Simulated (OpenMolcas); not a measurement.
**V³⁺ among point charges: CASSCF and CASPT2 levels and susceptibility**

Aim: the splitting of the states of V³⁺ in the field of 2 point charges, its lowest levels with spin-orbit coupling and its magnetic susceptibility.

The numbers are computed with OpenMolcas 26.06 (state-averaged CASSCF and CASPT2, spin-orbit coupling by RASSI with atomic mean-field integrals), except any that are marked as measured or tabulated.

## 1. The system

```
Species                           : V³⁺ (vanadium, Z = 23, 20 electrons)
Basis                             : ANO-RCC-VDZP [5s4p2d1f], 34 functions
Scalar Hamiltonian                : DKH2, point nucleus
Inactive shells                   : 1s 2s 2p 3s 3p
Active space                      : 2 electrons in 5 orbitals (3d)
Some configurations of this space : 3d2
Orbitals                          : optimised for each spin and parity, averaged over all roots
```

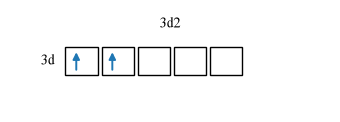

Outer shells as boxes.

The ion sits among 2 point charges of -2 e arranged as a linear pair (D∞h), 1.66 Å from the ion.

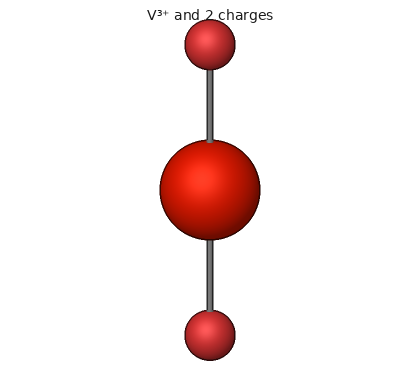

The ion and the point charges (red).

The work runs as a chain of OpenMolcas steps in one folder; each step below is one input file. Labels, J, g values, rates, χT and fits are worked out afterwards by a script from the matrices that RASSI stores. The input lists half of the charges; inversion (Group=XYZ) makes the rest.

## 2. Basis and integrals

The input, a.inp:

```
&GATEWAY
Coord
1

V 0.0 0.0 0.0
Basis=ANO-RCC-VDZP
Group=XYZ
NoMove
AngMom=0.0 0.0 0.0
AMFI
XField
1 Angstrom 0
0.000000 0.000000 1.660000 -2.000000
&SEWARD
```

## 3. CASSCF: triplets of even parity, 10 roots

The input, a.inp:

```
&RASSCF
FileOrb=start.orb
Symmetry=1
Spin=3
nActEl=2 0 0
Inactive=3 6
Ras2=5 0
CIRoot=10 10 1
SDav=10
CIMx=300
Iter=120 100
PrWF=0.3
OrbListing=Nothing
MaxOrb=0
>>> COPY $Project.JobIph JOB001
```

start.orb holds the contracted functions of the basis, ordered by shell, or the orbitals of the step before.

## 4. Reference wave functions, singlets of even parity, 15 roots

The input, a.inp:

```
&RASSCF
FileOrb=start.orb
Symmetry=1
Spin=1
nActEl=2 0 0
Inactive=3 6
Ras2=5 0
CIRoot=15 15 1
SDav=15
CIMx=300
Iter=120 100
PrWF=0.3
OrbListing=Nothing
MaxOrb=0
>>> COPY $Project.JobIph JOB002
```

## 5. State interaction with spin-orbit coupling

The input, a.inp:

```
&RASSI
NrOfJobIphs=2 10 15
1 2 3 4 5 6 7 8 9 10
1 2 3 4 5 6 7 8 9 10 11 12 13 14 15
IphNames
JOB001
JOB002
EJob
SpinOrbit
DIPRint=1.0
SOCoupling=1000.0
Subsets=2
Property=9
'ANGMOM' 1 'ANGMOM' 2 'ANGMOM' 3 'MLTPL  1' 1 'MLTPL  1' 2 'MLTPL  1' 3
'AMFI' 1 'AMFI' 2 'AMFI' 3
SOProperty=3
'ANGMOM' 1 'ANGMOM' 2 'ANGMOM' 3
```

## 6. CASPT2: IPEA 0.25, imaginary shift 0.1 (closed shells correlated: 3s 3p)

The input, a.inp:

```
>>> COPY JOB001 $Project.JobIph
&CASPT2
Multistate=10 1 2 3 4 5 6 7 8 9 10
NoMult
Frozen=2 3
IPEA=0.25
Imaginary=0.1
MaxIter=60
WThr=0.0 0.3 0.05
PrWF=0.5
NoMix
>>> COPY JOB002 $Project.JobIph
&CASPT2
Multistate=15 1 2 3 4 5 6 7 8 9 10 11 12 13 14 15
NoMult
Frozen=2 3
IPEA=0.25
Imaginary=0.1
MaxIter=60
WThr=0.0 0.3 0.05
PrWF=0.5
NoMix
```

(Steps that only read results are left out.)

Before running it: what results should come out? Wanted: spin-free ground state; first state of the same spin within the active space; lowest level; next level.

As calculated:

```
                                            quantity                                                                        value
                                              method  SS-CASPT2, IPEA 0.25, imaginary shift 0.1 (closed shells correlated: 3s 3p)
                              spin-free ground state                                           3Sigma, 1-fold in its orbital part
first state of the same spin within the active space                                                            3Phi at 5580 cm⁻¹
                                        lowest level                                                                       1-fold
                                          next level                                                                    19.5 cm⁻¹
                                         χT at 300 K                                                               0.99 cm³ K/mol
                           effective moment at 300 K                                                                      2.81 μB
```

Cost by method:

```
                                              method  time of its own steps  time with the reference
                                           A. CASSCF                  5.1 s                    5.1 s
B. SS-CASPT2, IPEA 0.25, imaginary shift 0.1, +3s 3p                  1.8 s                    6.9 s
```

Times are of one thread on a shared host.

In words: The spin-free ground state (3Sigma) comes to 54 % from free-ion P terms and keeps the highest spin of the shell. χT at 300 K is 0.99, against 1.00 cm³ K/mol for the spin alone; near agreement at one temperature doesn't show that the orbital moment is quenched. CASPT2 does not keep the components of a term degenerate, and the means are used. The field of point charges can differ much from that of real complexes. Point charges carry no covalency, so the field is a model and not that of real ligands.
